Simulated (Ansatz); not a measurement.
**One shape, several levels: BH2SCl (SMILES SBCl)**

Wanted: a comparison of 6 runs (BHLYP/STO-3G, PBE0/STO-3G, r2SCAN/STO-3G, revPBE/STO-3G, CCSDT/STO-3G, UCCSD(T)/STO-3G) of BH2SCl. 

The calculation is run with Ansatz 0.2.0.

61 further runs of the same task are left out: 1 that didn't finish, 60 set aside as unsound or not needed.

## 1. The system as given

BH2SCl has 5 atoms, charge 0, and is taken as a singlet. As SMILES, `SBCl`. The H4–S1 distance was set to 3.358 Å, away from the relaxed value. At this shape a bond of the SMILES string is far longer than usual.

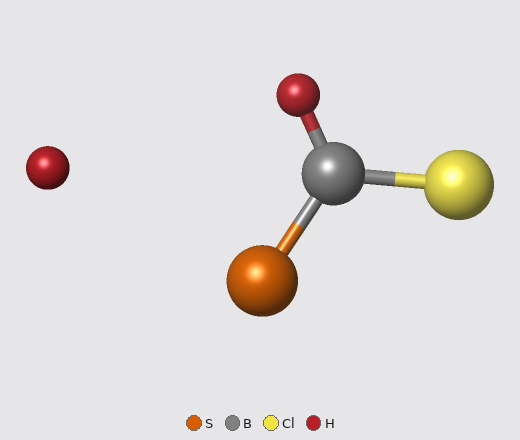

The structure, seen from a chosen angle (sulfur orange, boron grey, chlorine yellow, hydrogen red).

## 2. The energy at BHLYP/STO-3G (run 1)

Contents of in.yaml:

```yaml
crystal:
  periodic: [false, false, false]
  atoms:
    - {symbol: S, position_ang: [-1.499847, -1.894270, 0.356889]}
    - {symbol: B, position_ang: [0.197553, -2.103270, 0.845089]}
    - {symbol: Cl, position_ang: [0.683353, -3.624370, 1.549289]}
    - {symbol: H, position_ang: [-1.157600, 1.248200, -0.777100]}
    - {symbol: H, position_ang: [1.005053, -1.242070, 0.706089]}
basis:
  gaussian: {orbitals: STO-3G}
hamiltonian: {xc: {name: BHLYP}}
accuracy: high
```

Started as:

```
$ ansatz run in.yaml --threads 1 --pin off --max-ram 2610MiB --events-out events.jsonl --progress --plain --runs-dir runs
```

Log:

```text
Warning: RAYON_NUM_THREADS=1 ignored (pool sized by the plan → 1); use --threads N
Functional definition: BHLYP
  name "BHLYP"
  parameter a = 0.5
  exchange = (1 - a)*b88_x + a*exact_x
  correlation = lyp_c
444 factors; integrals over basis functions are off by at most 3.4e-8 eV
mean field evaluation 1: about -23795.2235 eV, gradient 1.6e1 eV
mean field evaluation 2: about -23795.3486 eV, gradient 1.4e1 eV
mean field evaluation 4: about -23796.3113 eV, gradient 8.2e-1 eV
mean field evaluation 8: about -23796.3139 eV, gradient 2.0e-1 eV
mean field evaluation 16: about -23796.3141 eV, gradient 5.4e-6 eV
mean field -23796.31409973 eV, -874.4984134442 hartree, gradient 1.1e-8 eV, S^2 0.000000; 0 other end points of the search recorded, 0 dependent functions left out
reference -23796.31412075 eV, -874.4984142165 hartree; 20, 20 occupied and 5, 5 virtual orbitals, 444 factors
Total energy: -23796.31412075 eV, -874.4984142165 hartree
```

It took 1.4 s on 1 thread of Arm Neoverse V1, shared host; peak memory 0.099 GiB.

## 3. A single-point energy at PBE0/STO-3G (run 2)

Contents of run.yaml:

```yaml
basis:
  gaussian:
    orbitals: STO-3G
crystal:
  periodic: [false, false, false]
  atoms:
    - symbol: S
      position_ang: [-1.499847, -1.894270, 0.356889]
    - symbol: B
      position_ang: [0.197553, -2.103270, 0.845089]
    - symbol: Cl
      position_ang: [0.683353, -3.624370, 1.549289]
    - symbol: H
      position_ang: [-1.157600, 1.248200, -0.777100]
    - symbol: H
      position_ang: [1.005053, -1.242070, 0.706089]
total_charge: 0
hamiltonian:
  xc: {name: PBE0}
accuracy: high
```

Started as:

```
$ ansatz run run.yaml --threads 1 --pin off --max-ram 2610MiB --events-out events.jsonl --progress --plain --runs-dir runs
```

Log:

```text
Warning: RAYON_NUM_THREADS=1 ignored (pool sized by the plan → 1); use --threads N
Functional definition: PBE0
  name "PBE0"
  parameter a = 0.25
  parameter kappa = 0.804
  parameter beta = 0.06672455060314922
  exchange = (1 - a)*pbe_x(kappa = kappa, mu = beta*pi^2/3) + a*exact_x
  correlation = pbe_c(beta = beta)
444 factors; integrals over basis functions are off by at most 3.4e-8 eV
mean field evaluation 1: about -23784.3186 eV, gradient 2.6e1 eV
mean field evaluation 2: about -23777.1519 eV, gradient 2.7e1 eV
mean field evaluation 4: about -23785.0857 eV, gradient 2.5e1 eV
mean field evaluation 8: about -23785.0635 eV, gradient 2.5e1 eV
mean field evaluation 16: about -23788.7762 eV, gradient 1.3e-8 eV
mean field -23788.77616496 eV, -874.2213994506 hartree, gradient 2.7e-8 eV, S^2 0.000000; 0 other end points of the search recorded, 0 dependent functions left out
reference -23788.77616642 eV, -874.2213995043 hartree; 20, 20 occupied and 5, 5 virtual orbitals, 444 factors
Total energy: -23788.77616642 eV, -874.2213995043 hartree
```

Wall time 1.7 s (1 thread of Arm Neoverse V1, shared host); peak memory 0.1 GiB.

## 4. The energy at r2SCAN/STO-3G (run 3)

Contents of input.yaml:

```yaml
crystal:
  periodic: [false, false, false]
  atoms:
    - {symbol: S, position_ang: [-1.499847, -1.894270, 0.356889]}
    - {symbol: B, position_ang: [0.197553, -2.103270, 0.845089]}
    - {symbol: Cl, position_ang: [0.683353, -3.624370, 1.549289]}
    - {symbol: H, position_ang: [-1.157600, 1.248200, -0.777100]}
    - {symbol: H, position_ang: [1.005053, -1.242070, 0.706089]}
basis:
  gaussian: {orbitals: STO-3G}
hamiltonian: {xc: r2scan}
accuracy: high
```

Started as:

```
$ ansatz run input.yaml --threads 1 --pin off --max-ram 2610MiB --events-out events.jsonl --progress --plain --runs-dir runs
```

Log:

```text
Warning: RAYON_NUM_THREADS=1 ignored (pool sized by the plan → 1); use --threads N
Functional definition: r2SCAN
  name "r2SCAN"
  parameter k0 = 0.174
  parameter k1 = 0.065
  parameter a1 = 4.9479
  exchange = r2scan_x(k0 = k0, k1 = k1, a1 = a1)
  correlation = r2scan_c
444 factors; integrals over basis functions are off by at most 3.4e-8 eV
mean field evaluation 1: about -23785.9873 eV, gradient 2.7e1 eV
mean field evaluation 2: about -23779.6624 eV, gradient 3.8e1 eV
mean field evaluation 4: about -23782.7577 eV, gradient 2.5e1 eV
mean field evaluation 8: about -23787.4473 eV, gradient 8.9e0 eV
mean field evaluation 16: about -23796.3876 eV, gradient 8.0e-5 eV
mean field -23796.38762316 eV, -874.5011153804 hartree, gradient 1.9e-8 eV, S^2 0.000000; 1 other end points of the search recorded, 0 dependent functions left out
reference -23796.38762356 eV, -874.5011153948 hartree; 20, 20 occupied and 5, 5 virtual orbitals, 444 factors
Total energy: -23796.38762356 eV, -874.5011153948 hartree
```

Wall time 6.9 s (1 thread of Arm Neoverse V1, shared host); peak memory 0.15 GiB.

Runs 4 to 5 aren't shown in full; the table further down has their settings and results.

## 5. A single-point energy at UCCSD(T)/STO-3G (run 6)

Contents of molecule.yaml:

```yaml
crystal:
  periodic: [false, false, false]
  atoms:
    - symbol: S
      position_ang: [-1.499847, -1.894270, 0.356889]
    - symbol: B
      position_ang: [0.197553, -2.103270, 0.845089]
    - symbol: Cl
      position_ang: [0.683353, -3.624370, 1.549289]
    - symbol: H
      position_ang: [-1.157600, 1.248200, -0.777100]
    - symbol: H
      position_ang: [1.005053, -1.242070, 0.706089]
basis:
  gaussian:
    orbitals: STO-3G
magnetization:
  spin_polarized: true
correlation:
  method: ccsd_t
  frozen_orbitals: {B: 1, Cl: 5, H: 0, S: 5}
accuracy: high
scf:
  omitted_lower_state_checks: [cluster_reference, increment]
```

Started as:

```
$ ansatz run molecule.yaml --threads 1 --pin off --max-ram 2610MiB --events-out events.jsonl --progress --plain --runs-dir runs
```

Log:

```text
Warning: RAYON_NUM_THREADS=1 ignored (pool sized by the plan → 1); use --threads N
[... 16 lines left out ...]
11 core orbitals not correlated: weight in the atoms' cores, before any rotation towards them, 1.000 or more for the frozen orbitals, at most 0.000 for the correlated occupied ones
[... 43 lines left out ...]
Total energy: -23763.98667362 eV, -873.3104024468 hartree
Checks for a lower state left out: cluster_reference, increment
```

It took 1 s on 1 thread of Arm Neoverse V1, shared host.

## 6. All runs side by side

```
run            level  frozen core orbitals  energy (Eh)  wall time
  1     BHLYP/STO-3G                     –  -874.498414      1.4 s
  2      PBE0/STO-3G                     –  -874.221400      1.7 s
  3    r2SCAN/STO-3G                     –  -874.501115      6.9 s
  4    revPBE/STO-3G                     –  -874.396346      2.9 s
  5     CCSDT/STO-3G                    11  -873.311801     0.67 s
  6  UCCSD(T)/STO-3G                    11  -873.310402        1 s
```

## 7. Summary of results

| quantity | value |
| --- | --- |
| run 6: total energy | -873.31040 Eh |
| run 6: correlation energy (11 core orbitals frozen) | -81.3 mEh |
| run 6: (T) correction | -3.01 mEh |
| run 6: ⟨S²⟩ of the reference determinant | 1.007 |
| run 6: T1 diagnostic | 0.020 |

Totals of different functionals can't be ranked against each other. In run 5 the log says that unrestricted orbitals would lower the reference, so the values rest on an unstable closed-shell determinant (other closed-shell runs at this shape may share the fault). In runs 1, 2, 3, 4, 5, 6 the basis is minimal, so the values are rough. Spin contamination of the reference: run 6 ⟨S²⟩ = 1.01. Where it is this large, the reference is a mixture of spin states, and values that rest on it are in doubt. All runs together took 15 s, the longest 6.9 s.
